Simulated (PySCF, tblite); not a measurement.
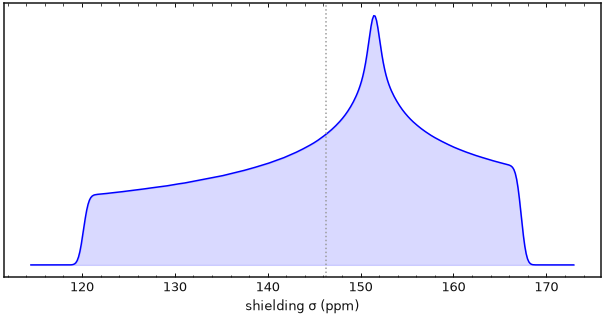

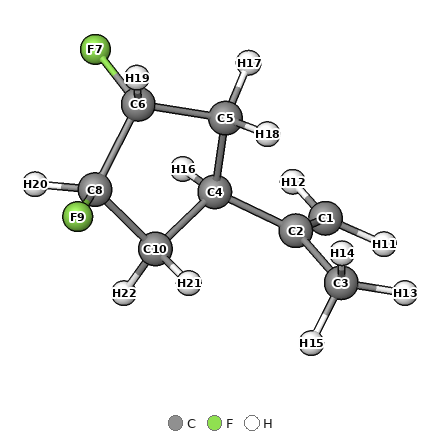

Static powder pattern (¹³C) from GIAO shielding tensors of C₈H₁₂F₂, SMILES C=C(C)C1C[C@@H](F)[C@H](F)C1, PBE0/pcSseg-1 in PySCF 2.14.0, at a GFN2-xTB geometry (a minimum by its frequencies); absolute shielding, one fixed geometry of the isolated molecule without any motion, no dipolar terms. The dotted line is the isotropic value; skew is 3(σiso − σ22)/span.

### The pattern belongs to C10. Give the principal values, span and skew.

C10: σ11, σ22, σ33 = 120, 151, 167 ppm, isotropic 146, span 47 ppm, skew −0.33.

Note: the tight-binding geometry is rougher than a DFT one and adds to the error; one conformer of a flexible molecule.
